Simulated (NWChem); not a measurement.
# the pair C2H2···C2F2: a chain of runs

Wanted: a single-point energy (singlet C4H2F2, PBE-D3(0)/6-311+G**), then the energy (singlet C2H2, PBE-D3(0)/6-311+G**), then a single-point energy (singlet C2F2, PBE-D3(0)/6-311+G**), then a single-point energy (singlet C2H2, PBE-D3(0)/6-311+G**), then the energy (singlet C2F2, PBE-D3(0)/6-311+G**) of C4H2F2 and its partners. 

Program for the calculation: NWChem 7.3.0.

## 1. The structure to begin with

C4H2F2: 8 atoms, total charge 0, spin state singlet. The two molecules were placed rigidly side by side, at 0.8 times their contact distance; the pair isn't optimised.

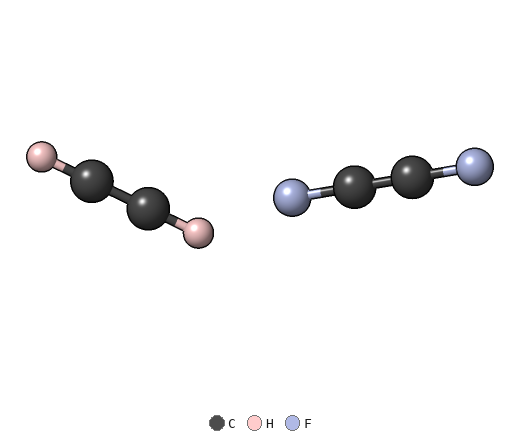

The structure, seen from a chosen angle (carbon dark grey, hydrogen pink, fluorine light blue).

## 2. The energy at PBE-D3(0)/6-311+G(d,p) (run 1)

Input file test.nw:

```
start test
memory total 2200 mb

geometry units atomic noautosym nocenter noautoz
  C      0.29385241    -1.02442053     0.37870112
  C     -0.29385241     1.02442053    -0.37870112
  H      0.81673963    -2.84687241     1.05238848
  H     -0.81673963     2.84687241    -1.05238848
  F      2.88797395    -5.76498749    -0.89786557
  C      4.87392493    -7.00714226    -0.31384571
  C      6.71446148    -8.15815555     0.22735295
  F      8.70039356    -9.40031033     0.81137281
end

basis spherical bse
  * library 6-311+G**
end

dft
  xc xpbe96 cpbe96
  mult 1
  disp vdw 3
  grid fine
  convergence energy 1e-08
  maxiter 100
  mulliken
  print low
end

task dft energy
```

Run with:

```
$ nwchem test.nw > test.out
```

The log of the run (excerpt; [...] marks lines left out):

```text
[...]
 d= 0,ls=0.0,diis     1   -352.7021237098 -5.21D+02  9.73D-03  1.47D+00     5.7
[...]
 d= 0,ls=0.0,diis    11   -352.8019502966 -4.37D-09  5.41D-07  1.66D-08    46.9
         Total DFT energy =     -352.801950296614
      One electron energy =     -817.308170088561
           Coulomb energy =      338.884690962824
    Exchange-Corr. energy =      -42.841083298227
 Nuclear repulsion energy =      168.464035789304
    Dispersion correction =       -0.001423661955
[...]
      Total Density - Mulliken Population Analysis
     ---------------------------------------------
    Atom       Charge   Shell Charges
 -----------   ------   -------------------------------------------------------
    1 C    6     5.99   1.10  0.88  0.65  0.79  1.36  0.55  0.74 -0.18  0.07  0.03
    2 C    6     6.31   1.10  0.88  0.65  0.79  1.36  0.56  0.76  0.05  0.13  0.03
    3 H    1     0.85   0.26  0.49  0.06  0.03
    4 H    1     0.85   0.27  0.49  0.07  0.03
    5 F    9     9.19   1.08  0.92  1.18  1.09  2.33  0.91  1.60  0.09 -0.00  0.01
    6 C    6     5.52   1.10  0.88  0.68  0.73  1.41  0.54  0.32 -0.35  0.08  0.13
    7 C    6     6.09   1.10  0.88  0.68  0.73  1.41  0.53  0.29  0.21  0.14  0.13
    8 F    9     9.20   1.08  0.92  1.18  1.09  2.33  0.91  1.58  0.10  0.00  0.01
[...]
```

It took 48 s on 1 thread of Intel Xeon Platinum 8259CL at 2.50GHz (Skylake/Cascade Lake), shared host; peak memory 0.12 GiB.

## 3. C2H2: the energy at PBE-D3(0)/6-311+G(d,p) (run 2)

Input file struct.nw:

```
start struct
title "C2H2 PBE"
memory 2200 mb
geometry units au noautosym nocenter noautoz
  C    0.29385241  -1.02442053   0.37870112
  C   -0.29385241   1.02442053  -0.37870112
  H    0.81673963  -2.84687241   1.05238848
  H   -0.81673963   2.84687241  -1.05238848
end
basis spherical bse
  * library 6-311+G**
end
dft
  xc xpbe96 cpbe96
  disp vdw 3
  grid fine
  convergence energy 1e-08
  maxiter 100
  mulliken
  print low
end
task dft energy
```

Run with:

```
$ nwchem struct.nw > struct.out
```

The log of the run (excerpt; [...] marks lines left out):

```text
[...]
 d= 0,ls=0.0,diis     1    -77.2169395146 -1.02D+02  7.43D-03  3.32D-01     0.6
[...]
 d= 0,ls=0.0,diis     7    -77.2436213455 -5.44D-10  7.03D-08  1.29D-11     3.2
         Total DFT energy =      -77.243621345547
      One electron energy =     -152.095471225621
           Coulomb energy =       61.404811906040
    Exchange-Corr. energy =      -11.398201630202
 Nuclear repulsion energy =       24.845404823088
    Dispersion correction =       -0.000165218853
[...]
      Total Density - Mulliken Population Analysis
     ---------------------------------------------
    Atom       Charge   Shell Charges
 -----------   ------   -------------------------------------------------------
    1 C    6     6.15   1.10  0.88  0.65  0.79  1.36  0.55  0.74 -0.05  0.09  0.03
    2 C    6     6.15   1.10  0.88  0.65  0.79  1.36  0.55  0.74 -0.05  0.09  0.03
    3 H    1     0.85   0.27  0.49  0.07  0.03
    4 H    1     0.85   0.27  0.49  0.07  0.03
[...]
```

Wall time 3.9 s (1 thread of Intel Xeon Platinum 8259CL at 2.50GHz (Skylake/Cascade Lake), shared host); peak memory 0.12 GiB.

## 4. C2F2: a single-point energy at PBE-D3(0)/6-311+G(d,p) (run 3)

Input file nw.nw:

```
start nw
title "C2F2 PBE"
memory stack 880 mb heap 220 mb global 1100 mb
geometry noautosym nocenter noautoz
  F        1.528250      -3.050700      -0.475130
  C        2.579170      -3.708020      -0.166080
  C        3.553140      -4.317110       0.120310
  F        4.604050      -4.974430       0.429360
end
basis spherical bse
  * library 6-311+G**
end
dft
  xc xpbe96 cpbe96
  mult 1
  disp vdw 3
  grid fine
  convergence energy 1e-08
  maxiter 100
  mulliken
  print low
end
task dft energy
```

Run with:

```
$ nwchem nw.nw > nw.out
```

The log of the run (excerpt; [...] marks lines left out):

```text
[...]
 d= 0,ls=0.0,diis     1   -275.4850990599 -3.71D+02  1.07D-02  1.14D+00     1.4
[...]
 d= 0,ls=0.0,diis     8   -275.5586726584  9.72D-09  1.78D-06  1.59D-07     8.7
         Total DFT energy =     -275.558672658387
      One electron energy =     -569.149762759579
           Coulomb energy =      229.516712188317
    Exchange-Corr. energy =      -31.436263396578
 Nuclear repulsion energy =       95.510992584894
    Dispersion correction =       -0.000351275440
[...]
      Total Density - Mulliken Population Analysis
     ---------------------------------------------
    Atom       Charge   Shell Charges
 -----------   ------   -------------------------------------------------------
    1 F    9     9.21   1.08  0.92  1.18  1.09  2.34  0.91  1.58  0.11  0.01  0.01
    2 C    6     5.79   1.10  0.88  0.68  0.73  1.41  0.52  0.30 -0.07  0.10  0.13
    3 C    6     5.79   1.10  0.88  0.68  0.73  1.41  0.52  0.30 -0.07  0.10  0.13
    4 F    9     9.21   1.08  0.92  1.18  1.09  2.34  0.91  1.58  0.11  0.01  0.01
[...]
```

Run time: 9.3 s. Hardware: 1 thread of Intel Xeon Platinum 8259CL at 2.50GHz (Skylake/Cascade Lake), shared host; peak memory 0.12 GiB.

## 5. C2H2 among ghost functions: a single-point energy at PBE-D3(0)/6-311+G(d,p) (with ghost functions) (run 4)

Input file c2h2.nw:

```
start c2h2
memory total 2200 mb

geometry units bohr noautosym nocenter noautoz
  C    0.29385241  -1.02442053   0.37870112
  C   -0.29385241   1.02442053  -0.37870112
  H    0.81673963  -2.84687241   1.05238848
  H   -0.81673963   2.84687241  -1.05238848
  bqF      2.887974    -5.764987    -0.897866
  bqC      4.873925    -7.007142    -0.313846
  bqC      6.714461    -8.158156     0.227353
  bqF      8.700394    -9.400310     0.811373
end

basis spherical bse
  C library 6-311+G**
  H library 6-311+G**
  bqF library F 6-311+G**
  bqC library C 6-311+G**
end

dft
  xc xpbe96 cpbe96
  disp vdw 3
  grid fine
  convergence energy 1e-08
  maxiter 100
  mulliken
  noprint "final vectors analysis"
end

task dft energy
```

Run with:

```
$ nwchem c2h2.nw > c2h2.out
```

The log of the run (excerpt; [...] marks lines left out):

```text
[...]
          Wavefunction type:  closed shell.
          No. of atoms     :     8
          No. of electrons :    14
[...]
          Charge           :     0
          Spin multiplicity:     1
[...]
          AO basis - number of functions:   144
[...]
              XC Information
              --------------
          PerdewBurkeErnzerhof Exchange Functional  1.000
            Perdew 1991 LDA Correlation Functional  1.000 local
           PerdewBurkeErnz. Correlation Functional  1.000 non-local
[...]
 d= 0,ls=0.0,diis     1    -77.2169531833 -1.02D+02  4.48D-03  3.32D-01     3.9
[...]
 d= 0,ls=0.0,diis     8    -77.2436997215 -4.57D-10  6.46D-08  3.12D-11    28.0
         Total DFT energy =      -77.243699721464
      One electron energy =     -152.094657157052
           Coulomb energy =       61.403842499294
    Exchange-Corr. energy =      -11.398124667942
 Nuclear repulsion energy =       24.845404823088
    Dispersion correction =       -0.000165218853
[...]
      Total Density - Mulliken Population Analysis
     ---------------------------------------------
    Atom       Charge   Shell Charges
 -----------   ------   -------------------------------------------------------
    1 C    6     5.98   1.10  0.88  0.65  0.79  1.36  0.55  0.75 -0.20  0.08  0.03
    2 C    6     6.33   1.10  0.88  0.65  0.79  1.36  0.56  0.75  0.07  0.13  0.03
    3 H    1     0.83   0.26  0.49  0.05  0.03
    4 H    1     0.85   0.27  0.49  0.07  0.03
    5 X    0     0.01   0.00 -0.00 -0.00  0.00  0.00  0.00 -0.00  0.00  0.00 -0.00
    6 X    0     0.00  -0.00  0.00  0.00 -0.00 -0.00  0.00 -0.00 -0.01  0.01  0.00
    7 X    0     0.00   0.00 -0.00 -0.00  0.00 -0.00 -0.00 -0.00  0.00  0.00 -0.00
    8 X    0     0.00   0.00 -0.00 -0.00  0.00 -0.00 -0.00 -0.00  0.00  0.00 -0.00
[...]
```

Run time: 29 s. Hardware: 1 thread of Intel Xeon Platinum 8259CL at 2.50GHz (Skylake/Cascade Lake), shared host; peak memory 0.12 GiB.

## 6. C2F2 among ghost functions: a single-point energy at PBE-D3(0)/6-311+G(d,p) (with ghost functions) (run 5)

Input file run.nw:

```
start run
title "C2F2 PBE"
memory 2200 mb
geometry noautosym nocenter noautoz
 F     1.528250   -3.050700   -0.475130
 C     2.579170   -3.708020   -0.166080
 C     3.553140   -4.317110    0.120310
 F     4.604050   -4.974430    0.429360
 bqC      0.155500    -0.542100     0.200400
 bqC     -0.155500     0.542100    -0.200400
 bqH      0.432200    -1.506500     0.556900
 bqH     -0.432200     1.506500    -0.556900
end
basis spherical bse
 F library 6-311+G**
 C library 6-311+G**
 bqC library C 6-311+G**
 bqH library H 6-311+G**
end
dft
 xc xpbe96 cpbe96
 mult 1
 disp vdw 3
 grid fine
 convergence energy 1e-08
 maxiter 100
 mulliken
 noprint "final vectors analysis"
end
task dft energy
```

Run with:

```
$ nwchem run.nw > run.out
```

The log of the run (excerpt; [...] marks lines left out):

```text
[...]
          Wavefunction type:  closed shell.
          No. of atoms     :     8
          No. of electrons :    30
[...]
          Charge           :     0
          Spin multiplicity:     1
[...]
          AO basis - number of functions:   144
[...]
              XC Information
              --------------
          PerdewBurkeErnzerhof Exchange Functional  1.000
            Perdew 1991 LDA Correlation Functional  1.000 local
           PerdewBurkeErnz. Correlation Functional  1.000 non-local
[...]
 d= 0,ls=0.0,diis     1   -275.4852578992 -3.71D+02  7.71D-03  1.14D+00     4.7
[...]
 d= 0,ls=0.0,diis    10   -275.5588425555 -5.17D-10  9.78D-08  4.33D-10    38.6
         Total DFT energy =     -275.558842555537
      One electron energy =     -569.149856614033
           Coulomb energy =      229.516502748009
    Exchange-Corr. energy =      -31.436129998967
 Nuclear repulsion energy =       95.510992584894
    Dispersion correction =       -0.000351275440
[...]
      Total Density - Mulliken Population Analysis
     ---------------------------------------------
    Atom       Charge   Shell Charges
 -----------   ------   -------------------------------------------------------
    1 F    9     9.18   1.08  0.92  1.18  1.09  2.33  0.91  1.59  0.09 -0.01  0.01
    2 C    6     5.52   1.10  0.88  0.68  0.73  1.41  0.54  0.31 -0.34  0.08  0.13
    3 C    6     6.10   1.10  0.88  0.68  0.73  1.41  0.53  0.30  0.20  0.14  0.13
    4 F    9     9.20   1.08  0.92  1.18  1.09  2.33  0.91  1.58  0.10  0.00  0.01
    5 X    0     0.01   0.00 -0.00 -0.00 -0.00  0.00  0.00 -0.00  0.02 -0.00  0.00
    6 X    0    -0.02   0.00 -0.00 -0.00  0.00  0.00 -0.00 -0.00 -0.01 -0.00  0.00
    7 X    0     0.01   0.00  0.00  0.01  0.00
    8 X    0    -0.00  -0.00 -0.00 -0.00 -0.00
[...]
```

Wall time 39 s (1 thread of Intel Xeon Platinum 8259CL at 2.50GHz (Skylake/Cascade Lake), shared host); peak memory 0.12 GiB.

## 7. Summary of results

```
                                                                                                                quantity          value
                                                                                run 1, PBE-D3(0)/6-311+G**: total energy  -352.80195 Eh
                                                                           run 1, PBE-D3(0)/6-311+G**: dispersion energy   -3.74 kJ/mol
                                                                                                      C2H2: total energy   -77.24362 Eh
                                                                                                 C2H2: dispersion energy   -0.43 kJ/mol
                                                                                                      C2F2: total energy  -275.55867 Eh
                                                                                                 C2F2: dispersion energy   -0.92 kJ/mol
                                                                                C2H2 among ghost functions: total energy   -77.24370 Eh
                                                                               C2H2 among ghost functions: dipole moment         0.01 D
                                                                           C2H2 among ghost functions: dispersion energy   -0.43 kJ/mol
                                                                                C2F2 among ghost functions: total energy  -275.55884 Eh
                                                                               C2F2 among ghost functions: dipole moment         0.01 D
                                                                           C2F2 among ghost functions: dispersion energy   -0.92 kJ/mol
              interaction energy of the rigid parts C2H2 and C2F2 (parts in their own basis; closest atoms 2.16 Å apart)       0.009 eV
interaction energy of the rigid parts C2H2 and C2F2 (parts in the whole basis, counterpoise; closest atoms 2.16 Å apart)       0.016 eV
```

What this shows: The interaction energy of the rigid parts C2H2 and C2F2 (parts in their own basis; closest atoms 2.16 Å apart) is 0.01 eV (0.2 kcal/mol). Without counterpoise this holds the superposition error of the basis. The interaction energy of the rigid parts C2H2 and C2F2 (parts in the whole basis, counterpoise; closest atoms 2.16 Å apart) is 0.02 eV (0.4 kcal/mol). The basis-set superposition error is 0.7 kJ/mol.
